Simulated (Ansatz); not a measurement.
# InAg2Te4As, from a guessed structure to a relaxed one

Starting from a made-up structure for InAg2Te4As, the aim is the relaxed cell, its shortest contacts and, where a second run follows, its electronic structure.

Calculated with Ansatz 0.2.0; DFT, PBE, plane-wave PAW, files of the set soft_1, scalar-relativistic, no spin, cell and ions relaxed at zero pressure; PAW set soft_1.

## Step 1: Starting point

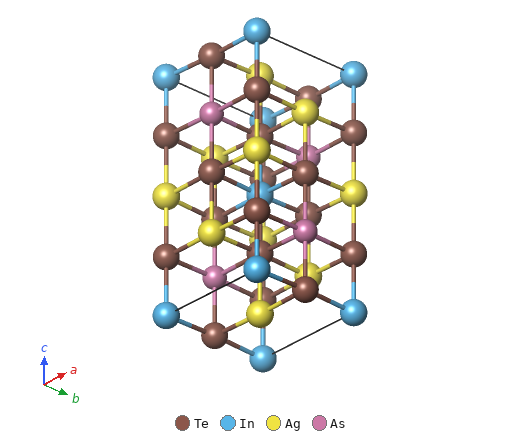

Start, viewed from a free direction; tellurium brown, indium blue, silver yellow, arsenic pink. This picture shows the conventional cell, with its axes. Some periodic images of atoms are drawn too.

## Step 2: Relaxing cell and atoms

The guessed cell has no reason to be at equilibrium. It is relaxed with the atoms, within the space group of the guess.

File input.yaml:

```yaml
crystal:
  lattice:
    - [-2.854, 2.854, 5.8285]
    - [2.854, -2.854, 5.8285]
    - [2.854, 2.854, -5.8285]
  atoms:
    - { symbol: Te, position: [0.2456, 0.2456, 0.0] }
    - { symbol: Te, position: [0.5062, 0.0062, 0.5] }
    - { symbol: Te, position: [0.7544, 0.7544, 0.0] }
    - { symbol: Te, position: [0.9938, 0.4938, 0.5] }
    - { symbol: In, position: [0.0, 0.0, 0.0] }
    - { symbol: Ag, position: [0.25, 0.75, 0.5] }
    - { symbol: Ag, position: [0.5, 0.5, 0.0] }
    - { symbol: As, position: [0.75, 0.25, 0.5] }
kpoints:
  mp_grid: { grid: [7, 7, 7] }
scf:
  occupations: { method: fermi_dirac, width: 0.05 }
hamiltonian:
  xc: pbe
  pseudopotentials: { kind: paw, azcp: { folder: soft_1 } }
relax:
  f_tol: 0.015
  max_steps: 70
  cell: {}
output:
  forces: true
  stress: true
```

On the command line:

```sh
> ansatz run input.yaml --threads 4 --pin off --max-ram 10240MiB --backend cpu --events-out ev --progress --plain --runs-dir out
```

Numbers of over 12 decimals in the logs are rounded to 6 here.

The program printed:

```text
Engine: ansatz 0.2.0, aarch64-unknown-linux-gnu
Pseudopotentials: kind: paw
Pseudopotential: Te, paw, valence charge 16, recommended cutoff 420 eV (normal), soft_1/Te.paw.azcp
Pseudopotential: In, paw, valence charge 13, recommended cutoff 420 eV (normal), soft_1/In.paw.azcp
Pseudopotential: Ag, paw, valence charge 19, recommended cutoff 420 eV (normal), soft_1/Ag.paw.azcp
Pseudopotential: As, paw, valence charge 15, recommended cutoff 420 eV (normal), soft_1/As.paw.azcp
Functional definition: PBE
  parameter kappa = 0.804
  parameter beta = 0.066725
  exchange = pbe_x(kappa = kappa, mu = beta*pi^2/3)
  correlation = pbe_c(beta = beta)
Crystal: 8 atoms, lattice volume = 189.900 Å³
Basis set: ecut = 420 eV, 3707 PW (Γ), exchange–correlation on 96×96×96 points (8 copies of the dense FFT grid, shifted against one another)
Bands: 78, of which v1, the nominal top of the filled ones, is band 65 counted from 1 (64 counted from 0)
Symmetry: 8 space group operations
Space group: I-4m2 (ITA 119), of the structure as read, at distance tolerance 5.7e-5 Å
k-points: 40 of 343 (time reversal used)
Non-local potential: Te, projectors of the file, l = 0: 2, l = 1: 2, l = 2: 2, l = 3: 1
Non-local potential: In, projectors of the file, l = 0: 2, l = 1: 2, l = 2: 2, l = 3: 1
Non-local potential: Ag, projectors of the file, l = 0: 3, l = 1: 2, l = 2: 2, l = 3: 1
Non-local potential: As, projectors of the file, l = 0: 2, l = 1: 2, l = 2: 3, l = 3: 1
PAW form: soft (Blöchl's): semilocal exchange-correlation on the pseudo side does not see the compensation charge
PAW one-centre angular grid: Te, 590 points (default); XC on 64 Gauss nodes
PAW one-centre angular grid: In, 590 points (default); XC on 64 Gauss nodes
PAW one-centre angular grid: Ag, 590 points (default); XC on 64 Gauss nodes
PAW one-centre angular grid: As, 590 points (default); XC on 64 Gauss nodes
Initial density: superposition of atomic densities (chi_scale 0.1, normalization cell, long waves kept (reshape's long-wave potential 0.01 eV rms))
Initial wavefunctions: pseudopotential atomic-orbital guess
Functional: x = pbe(κ = 0.804, μ = 0.219515), c = pbe(β = 0.066725)
SCF iter   1: F=—  HF=-53555.885585 eV  |F-HF|=—  |Δ(HF+E_count)|=         —  Δρ=2.45e-2  dr2=2.36e0  ethr=3.10e-3  ⟨swp⟩=6.3  Hψ=11830  notcnv=0  defer=91
preconditioner: auto → Kerker (q_TF=auto, 2.561 Å⁻¹)  [metal: Δε(μ)=0.003 eV  Ē_g=10.686 eV  σ=0.050 eV  W_gap=0.02  n_scr=60 (ndim 8)  ℏωp=21.6 eV  f_vac=0.000  D(μ)=2.76/eV (n_scr^D=14)]
SCF iter   2: F=—  HF=-53555.580424 eV  |F-HF|=—  |Δ(HF+E_count)|=   3.05e-1  Δρ=1.35e-2  dr2=7.89e-1  ethr=1.82e-3  ⟨swp⟩=2.0  Hψ=3889  notcnv=0  defer=200
SCF iter   3: F=—  HF=-53555.443300 eV  |F-HF|=—  |Δ(HF+E_count)|=   1.37e-1  Δρ=3.88e-3  dr2=4.95e-2  ethr=6.07e-4  ⟨swp⟩=2.9  Hψ=4836  notcnv=0  defer=200
SCF iter   4: F=—  HF=-53555.434333 eV  |F-HF|=—  |Δ(HF+E_count)|=   8.97e-3  Δρ=1.62e-3  dr2=8.68e-3  ethr=3.81e-5  ⟨swp⟩=2.1  Hψ=5310  notcnv=0  defer=204
SCF iter   5: F=—  HF=-53555.434202 eV  |F-HF|=—  |Δ(HF+E_count)|=   1.31e-4  Δρ=5.82e-4  dr2=2.13e-3  ethr=6.67e-6  ⟨swp⟩=2.0  Hψ=4446  notcnv=0  defer=204
SCF iter   6: F=—  HF=-53555.433953 eV  |F-HF|=—  |Δ(HF+E_count)|=   2.49e-4  Δρ=3.15e-4  dr2=2.89e-4  ethr=1.64e-6  ⟨swp⟩=2.0  Hψ=4358  notcnv=0  defer=204
SCF iter   7: F=—  HF=-53555.433951 eV  |F-HF|=—  |Δ(HF+E_count)|=   2.52e-6  Δρ=1.51e-4  dr2=4.56e-5  ethr=2.23e-7  ⟨swp⟩=2.0  Hψ=5458  notcnv=0  defer=204
SCF iter   8: F=—  HF=-53555.433926 eV  |F-HF|=—  |Δ(HF+E_count)|=   2.49e-5  Δρ=4.21e-5  dr2=4.18e-6  ethr=3.51e-8  ⟨swp⟩=2.0  Hψ=5450  notcnv=0  defer=204
SCF iter   9: F=—  HF=-53555.433926 eV  |F-HF|=—  |Δ(HF+E_count)|=   5.39e-7  Δρ=1.20e-5  dr2=4.40e-7  ethr=3.21e-9  ⟨swp⟩=2.0  Hψ=4003  notcnv=0  defer=204
SCF iter  10: F=-53555.433926 eV  HF=-53555.433926 eV  |F-HF|=3.60e-8  |Δ(HF+E_count)|=   8.48e-9  Δρ=4.97e-6  dr2=6.54e-8  ethr=7.69e-11  ⟨swp⟩=5.0  Hψ=11336  notcnv=0
SCF 1 converged in 10 iterations: F = -53555.433926 eV  dr2 = 6.54e-8
  greatest PAW one-centre occupation: 1.001 electrons in one spin orbital (limit 2), on the Ag atom at site 5 (counted from 0), in its partial waves of l = 0
relax step   1: F+E_penalty+E_count = -53555.43392624 eV  Δ(F+E_penalty+E_count) = +0.000e0 eV  max|allowed force component| = 5.288e-1 eV/Å  Δτ_max = 0.0000 Å  P = +9.081 GPa  Ω = 189.900 Å³  (10 SCF iters, dr2 threshold 1.00e-7 eV, accepted)
Crystal: 8 atoms, lattice volume = 218.262 Å³
Basis set: ecut = 420 eV, 4269 PW (Γ), exchange–correlation on 96×96×96 points (8 copies of the dense FFT grid, shifted against one another)
Initial density: handed on by an earlier stage of this run
Initial wavefunctions: those handed on with the density
iter 1 solved again at ethr=1.30e-4 eV; its pass at ethr=3.10e-3 eV (dr2=1.69e-1 eV) is discarded
SCF iter   1: F=—  HF=-53556.085192 eV  |F-HF|=—  |Δ(HF+E_count)|=         —  Δρ=6.76e-3  dr2=1.70e-1  ethr=1.30e-4  ⟨swp⟩=2.9  Hψ=18840  notcnv=0
preconditioner: auto → LDOS  [metal: Δε(μ)=0.025 eV  Ē_g=10.065 eV  σ=0.050 eV  W_gap=0.12  n_scr=60 (ndim 8)  ℏωp=20.1 eV  f_vac=0.020  D(μ)=3.68/eV (n_scr^D=14)  β→1.0]
SCF iter   2: F=—  HF=-53556.068799 eV  |F-HF|=—  |Δ(HF+E_count)|=   1.64e-2  Δρ=4.43e-3  dr2=3.73e-2  ethr=1.30e-4  ⟨swp⟩=3.2  Hψ=6398  notcnv=0
SCF iter   3: F=—  HF=-53556.060814 eV  |F-HF|=—  |Δ(HF+E_count)|=   7.98e-3  Δρ=1.58e-3  dr2=4.72e-3  ethr=2.87e-5  ⟨swp⟩=2.0  Hψ=6449  notcnv=0  defer=86
SCF iter   4: F=—  HF=-53556.059690 eV  |F-HF|=—  |Δ(HF+E_count)|=   1.12e-3  Δρ=2.37e-4  dr2=1.57e-4  ethr=3.63e-6  ⟨swp⟩=2.2  Hψ=5433  notcnv=0  defer=86
SCF iter   5: F=—  HF=-53556.059667 eV  |F-HF|=—  |Δ(HF+E_count)|=   2.38e-5  Δρ=6.32e-5  dr2=8.58e-6  ethr=1.21e-7  ⟨swp⟩=2.0  Hψ=5251  notcnv=0  defer=86
SCF iter   6: F=-53556.059666 eV  HF=-53556.059666 eV  |F-HF|=9.51e-8  |Δ(HF+E_count)|=   1.10e-6  Δρ=1.47e-5  dr2=3.92e-7  ethr=6.15e-10  ⟨swp⟩=6.0  Hψ=14521  notcnv=0
SCF 2 converged in 6 iterations: F = -53556.059666 eV  dr2 = 3.92e-7
  greatest PAW one-centre occupation: 1.001 electrons in one spin orbital (limit 2), on the Ag atom at site 6 (counted from 0), in its partial waves of l = 0
relax step   2: F+E_penalty+E_count = -53556.05966564 eV  Δ(F+E_penalty+E_count) = -6.257e-1 eV  max|allowed force component| = 1.189e-1 eV/Å  Δτ_max = 0.0817 Å  P = -0.970 GPa  Ω = 218.262 Å³  energy of the carried Pulay correction = -6.860e-3 eV  (6 SCF iters, dr2 threshold 8.00e-7 eV, accepted)
Crystal: 8 atoms, lattice volume = 215.237 Å³
Basis set: ecut = 420 eV, 4225 PW (Γ), exchange–correlation on 96×96×96 points (8 copies of the dense FFT grid, shifted against one another)
iter 1 solved again at ethr=1.28e-6 eV; its pass at ethr=3.10e-3 eV (dr2=1.66e-3 eV) is discarded
SCF iter   1: F=—  HF=-53556.075428 eV  |F-HF|=—  |Δ(HF+E_count)|=         —  Δρ=6.48e-4  dr2=1.56e-3  ethr=1.28e-6  ⟨swp⟩=2.4  Hψ=16273  notcnv=0
preconditioner: auto → LDOS  [metal: Δε(μ)=0.041 eV  Ē_g=10.073 eV  σ=0.050 eV  W_gap=0.20  n_scr=60 (ndim 8)  ℏωp=20.2 eV  f_vac=0.010  D(μ)=3.96/eV (n_scr^D=22)  β→1.0]
SCF iter   2: F=—  HF=-53556.075246 eV  |F-HF|=—  |Δ(HF+E_count)|=   1.82e-4  Δρ=2.58e-4  dr2=1.14e-4  ethr=1.20e-6  ⟨swp⟩=2.0  Hψ=3939  notcnv=0
SCF iter   3: F=—  HF=-53556.075204 eV  |F-HF|=—  |Δ(HF+E_count)|=   4.14e-5  Δρ=1.42e-4  dr2=3.67e-5  ethr=8.80e-8  ⟨swp⟩=2.0  Hψ=5727  notcnv=0
SCF iter   4: F=—  HF=-53556.075194 eV  |F-HF|=—  |Δ(HF+E_count)|=   1.01e-5  Δρ=4.22e-5  dr2=3.64e-6  ethr=2.82e-8  ⟨swp⟩=2.0  Hψ=5471  notcnv=0
SCF iter   5: F=-53556.075193 eV  HF=-53556.075193 eV  |F-HF|=2.64e-7  |Δ(HF+E_count)|=   7.16e-7  Δρ=1.03e-5  dr2=2.68e-7  ethr=6.15e-10  ⟨swp⟩=5.0  Hψ=13330  notcnv=0
SCF 3 converged in 5 iterations: F = -53556.075193 eV  dr2 = 2.68e-7
relax step   3: F+E_penalty+E_count = -53556.07519309 eV  Δ(F+E_penalty+E_count) = -1.553e-2 eV  max|allowed force component| = 4.306e-2 eV/Å  Δτ_max = 0.0141 Å  P = -0.230 GPa  Ω = 215.237 Å³  energy of the carried Pulay correction = -6.201e-3 eV  (5 SCF iters, dr2 threshold 8.00e-7 eV, accepted)
Crystal: 8 atoms, lattice volume = 214.416 Å³
Basis set: ecut = 420 eV, 4201 PW (Γ), exchange–correlation on 96×96×96 points (8 copies of the dense FFT grid, shifted against one another)
iter 1 solved again at ethr=4.96e-7 eV; its pass at ethr=3.10e-3 eV (dr2=6.45e-4 eV) is discarded
SCF iter   1: F=—  HF=-53556.076825 eV  |F-HF|=—  |Δ(HF+E_count)|=         —  Δρ=3.36e-4  dr2=5.73e-4  ethr=4.96e-7  ⟨swp⟩=3.0  Hψ=14807  notcnv=0
preconditioner: auto → LDOS  [metal: Δε(μ)=0.048 eV  Ē_g=10.093 eV  σ=0.050 eV  W_gap=0.23  n_scr=60 (ndim 8)  ℏωp=20.3 eV  f_vac=0.010  D(μ)=3.95/eV (n_scr^D=22)  β→1.0]
SCF iter   2: F=—  HF=-53556.076748 eV  |F-HF|=—  |Δ(HF+E_count)|=   7.70e-5  Δρ=1.20e-4  dr2=3.16e-5  ethr=4.41e-7  ⟨swp⟩=2.0  Hψ=3921  notcnv=0
SCF iter   3: F=—  HF=-53556.076727 eV  |F-HF|=—  |Δ(HF+E_count)|=   2.11e-5  Δρ=5.30e-5  dr2=5.86e-6  ethr=2.43e-8  ⟨swp⟩=2.0  Hψ=5722  notcnv=0
SCF iter   4: F=-53556.076725 eV  HF=-53556.076725 eV  |F-HF|=5.77e-8  |Δ(HF+E_count)|=   1.85e-6  Δρ=7.80e-6  dr2=1.39e-7  ethr=3.28e-10  ⟨swp⟩=4.0  Hψ=15759  notcnv=0
SCF 4 converged in 4 iterations: F = -53556.076725 eV  dr2 = 1.39e-7
relax step   4: F+E_penalty+E_count = -53556.07672503 eV  Δ(F+E_penalty+E_count) = -1.532e-3 eV  max|allowed force component| = 2.601e-3 eV/Å  Δτ_max = 0.0047 Å  P = -0.026 GPa  Ω = 214.416 Å³  energy of the carried Pulay correction = -6.019e-3 eV  (4 SCF iters, dr2 threshold 4.27e-7 eV, accepted)
Basis set: ecut = 420 eV, 4201 PW (Γ), exchange–correlation on 100×100×100 points (8 copies of the dense FFT grid, shifted against one another)
Initial wavefunctions: pseudopotential atomic-orbital guess (no wavefunctions were taken with the density)
iter 1 solved again at ethr=2.87e-7 eV; its pass at ethr=3.10e-3 eV (dr2=3.73e-4 eV) is discarded
SCF iter   1: F=—  HF=-53556.079619 eV  |F-HF|=—  |Δ(HF+E_count)|=         —  Δρ=3.17e-4  dr2=1.33e-5  ethr=2.87e-7  ⟨swp⟩=3.8  Hψ=20412  notcnv=0
preconditioner: auto → LDOS  [metal: Δε(μ)=0.045 eV  Ē_g=10.094 eV  σ=0.050 eV  W_gap=0.22  n_scr=60 (ndim 8)  ℏωp=20.3 eV  f_vac=0.011  D(μ)=3.92/eV (n_scr^D=22)  β→1.0]
SCF iter   2: F=—  HF=-53556.081450 eV  |F-HF|=—  |Δ(HF+E_count)|=   1.83e-3  Δρ=7.85e-5  dr2=9.48e-6  ethr=1.02e-8  ⟨swp⟩=2.0  Hψ=5730  notcnv=0
SCF iter   3: F=—  HF=-53556.081476 eV  |F-HF|=—  |Δ(HF+E_count)|=   2.59e-5  Δρ=2.08e-5  dr2=3.98e-7  ethr=7.29e-9  ⟨swp⟩=2.0  Hψ=5725  notcnv=0
SCF iter   4: F=—  HF=-53556.081480 eV  |F-HF|=—  |Δ(HF+E_count)|=   3.22e-6  Δρ=3.10e-6  dr2=1.37e-8  ethr=3.06e-10  ⟨swp⟩=2.0  Hψ=5688  notcnv=0
SCF iter   5: F=—  HF=-53556.081480 eV  |F-HF|=—  |Δ(HF+E_count)|=   8.00e-8  Δρ=8.30e-7  dr2=1.53e-9  ethr=1.06e-11  ⟨swp⟩=2.0  Hψ=5733  notcnv=0
SCF iter   6: F=—  HF=-53556.081480 eV  |F-HF|=—  |Δ(HF+E_count)|=  9.60e-10  Δρ=2.09e-7  dr2=8.79e-11  ethr=1.18e-12  ⟨swp⟩=2.0  Hψ=5013  notcnv=0
SCF iter   7: F=-53556.081480 eV  HF=-53556.081480 eV  |F-HF|=1.46e-11  |Δ(HF+E_count)|=  1.09e-10  Δρ=4.22e-8  dr2=5.01e-12  ethr=1.00e-12  ⟨swp⟩=4.3  Hψ=10807  notcnv=0
SCF 5 converged in 7 iterations: F = -53556.081480 eV  dr2 = 5.01e-12
relax step   5: F+E_penalty+E_count = -53556.08147962 eV  Δ(F+E_penalty+E_count) = -4.755e-3 eV  max|allowed force component| = 2.669e-3 eV/Å  Δτ_max = 0.0000 Å  P = -0.042 GPa  Ω = 214.416 Å³  stress off target by 4.88e-2 GPa  SCF on the basis re-selected at this cell (its energy is not comparable with the rows above)  (7 SCF iters)
basis re-selected at this cell: Δ(F+E_penalty+E_count) = -4.755e-3 eV, ΔP = -0.015 GPa vs the last step (what re-selecting the basis moved, of the pressure what is left beyond the Pulay correction that the steps carried, after the strain that the cell walked since its last selection, with what the two solves' SCF thresholds leave and, on support functions, any second-order correction that the steps lacked; it is no measure of the basis error at this ecutwfc). The dense FFT grid was sized anew with the basis: this SCF ran on 50×50×50 points, the steps before it on 48×48×48, so part of this shift can come from that change (see relax.cell in the input reference). [rest of the remark cut]
SCF converged after 7 iterations
Free energy (F): -53556.081480 eV
Harris-Foulkes:  -53556.081480 eV  (|F-HF|=1.46e-11)
Internal energy: -53556.048321 eV  (E = F + TS)
E sigma→0 (E₀):  -53556.064900 eV
Entropy (-TS):   -0.033159 eV (-4.145 meV/atom)
Fermi energy:    10.296602 eV
--- Per-component energies (eV) ---
  E_band       = -1913.777330
  E_kinetic    = 1934.738433
  E_local      = -14667.914457  (includes V_loc(G=0)·N_el)
  E_nonlocal   = 261.618884
  E_hartree    = 7250.040913
  E_xc         = -1018.175669
  E_vxc        = -969.203524  (∫ρ·V_xc dr)
  E_paw        = -32818.416829  (= ΣΔE_a)
  E_vpaw       = -2973.099661  (= ΣTr[D̂ρ^β])
  E_aug_tail   = 0.001225  (compensation charges beyond the density's cutoff)
  E_ewald      = -14497.940822
  E_smearing   = -0.033159  (= −TS)
  E_closure    = 0.000000  (closes the sum)
  Σ components = -53556.081480   (vs F -53556.081480, Δ=0.00e0)
--- Forces (eV/Å), atoms counted from 1 ---
  atom   1  Te     0.00000000     0.00000000     0.00014024
  atom   2  Te     0.00000000     0.00000000     0.00266881
  atom   3  Te    -0.00000000     0.00000000    -0.00014024
  atom   4  Te     0.00000000     0.00000000    -0.00266881
  atom   5  In     0.00000000     0.00000000     0.00000000
  atom   6  Ag    -0.00000000     0.00000000     0.00000000
  atom   7  Ag     0.00000000     0.00000000    -0.00000000
  atom   8  As    -0.00000000     0.00000000    -0.00000000
  max |Σ_I F_I| component: 1.54e-17 eV/Å
--- Stress (GPa, compression-positive) ---
       -0.048789       0.000000      -0.000000
        0.000000      -0.048789       0.000000
       -0.000000       0.000000      -0.027174
  P = ⅓ Tr σ = -0.0416 GPa (-0.416 kbar)
--- Relaxed structure (4 steps of the walk, 4 accepted, 1 SCFs on fresh bases) ---
  F+E_penalty+E_count = -53556.08147962 eV   max|allowed force component| = 2.669e-3 eV/Å   (the final SCF, on the basis selected at the relaxed cell)
  cell:  # Å, volume = 214.4165 Å³
    - [-2.981734, 2.981734, 6.029209]
    - [2.981734, -2.981734, 6.029209]
    - [2.981734, 2.981734, -6.029209]
  atoms:
    - { symbol: Te, position: [0.252227, 0.252227, 9.9052517347976e-19] }
    - { symbol: Te, position: [0.506634, 0.00663381, 0.500000] }
    - { symbol: Te, position: [0.747773, 0.747773, 4.42588650358755e-18] }
    - { symbol: Te, position: [0.993366, 0.493366, 0.5] }
    - { symbol: In, position: [2.0461909406091808e-19, 2.0461909406091414e-19, 0] }
    - { symbol: Ag, position: [0.250000, 0.750000, 0.500000] }
    - { symbol: Ag, position: [0.500000, 0.500000, 2.708205838533655e-18] }
    - { symbol: As, position: [0.750000, 0.250000, 0.500000] }
```

Elapsed: 61 s, on 4 threads of Arm Neoverse V2, shared host; peak memory 1 GiB; 4 min of CPU time.

Relaxation path:

```tsv
step	energy less that of the first step (eV)	largest force component (eV/Å)	pressure (GPa)	volume (Å³)
1	0.0000	0.5289	9.08	189.90
2	-0.6257	0.1189	-0.97	218.26
3	-0.6413	0.0431	-0.23	215.24
4	-0.6428	0.0026	-0.03	214.42
5*	-0.6476	0.0027	-0.04	214.42
```

Relaxation steps marked * repeat the geometry before them on a plane-wave basis chosen anew for their cell, so energy and pressure can jump there.

The run keeps the 8 symmetry operations that it works with, so distortions that break them were not tested.

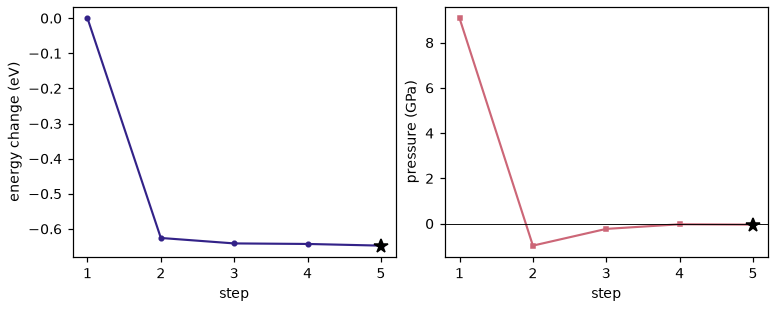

Energy and pressure along the relaxation. Stars mark steps on a basis chosen anew.

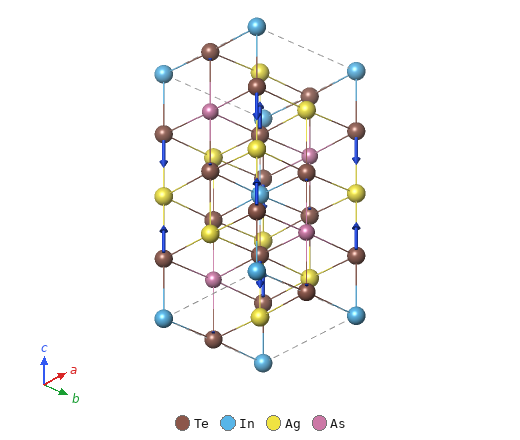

Displacements in the relaxation, exaggerated, measured against the changing cell; the longest in the cell stands for 0.08 Å. Some periodic images of atoms are drawn too.

```tsv
conventional cell, symmetrised	before	after	change
a (Å)	5.708	5.963	+4.5 %
b (Å)	5.708	5.963	+4.5 %
c (Å)	11.657	12.058	+3.4 %
volume (Å³/atom)	23.74	26.80	+12.9 %
```

The atoms that moved most (Å, as changes of fractional coordinates times the final cell):

```tsv
atom	dx	dy	dz	length
Te3	0.000	0.000	-0.080	0.080
Te1	0.000	0.000	0.080	0.080
Te4	0.000	0.000	-0.005	0.005
Te2	0.000	0.000	0.005	0.005
```

Final coordinates:

```xyz
8
Lattice="-2.9817 2.9817 6.0292 2.9817 -2.9817 6.0292 2.9817 2.9817 -6.0292" Properties=species:S:1:pos:R:3 pbc="T T T"
Te    0.0000    0.0000    3.0415
Te    0.0000    2.9817    0.0800
Te    0.0000    0.0000    9.0170
Te    0.0000    2.9817    5.9492
In    0.0000    0.0000    0.0000
Ag    2.9817    0.0000    3.0146
Ag    0.0000    0.0000    6.0292
As    0.0000    2.9817    3.0146
```

This step gave:

- free energy: -53556.0815 eV
- energy at zero smearing: -53556.0649 eV
- smearing term TS: 0.03316 eV
- Fermi energy: 10.30 eV
- electrons: 130
- symmetry operations: 8
- pressure: -0.04158 GPa

Shortest distances by pair of elements, guess and relaxed (not always the same contact):

```tsv
pair	guess (Å)	relaxed (Å)
As–Te	2.842	2.935
Ag–Te	2.854	2.982
In–Te	2.855	2.983
Te–Te	3.992	4.165
Ag–In	4.036	4.217
```

The relaxation ends with a largest force component of 0.0027 eV/Å and a pressure of -0.04 GPa.

## Step 3: Summary of results

- space group, relaxed: I-4m2
- conventional cell: a = 5.963, b = 5.963, c = 12.058 Å; α = 90.0°, β = 90.0°, γ = 90.0°
- volume per atom: 26.80 Å³ (guess 23.74)

In words: InAg2Te4As relaxes to I-4m2 with a = 5.963, b = 5.963 and c = 12.058 Å. The guessed volume was 11 % too small. The space group I-4m2 was held in the relaxation, so the end point is a stationary structure within it and may be a saddle against distortions or other arrangements. Mesh and cutoff weren't tested. Spin-orbit coupling is left out, which can matter for elements this heavy. No dispersion term is used, so weakly bound directions may come out too long. The runs have no spin, and magnetism wasn't tested. Nothing here tests whether the compound is stable against decomposition.

[Logs are printed without paths, hosts, clocks, repeated set-up lines and the standing remarks that a program may print on its own settings, such as how far it seeks lower states.]

[Hosts, paths, dates, database ids (printed as entryN), source tags and the programs' standing remarks are cut or masked in the printed files.]
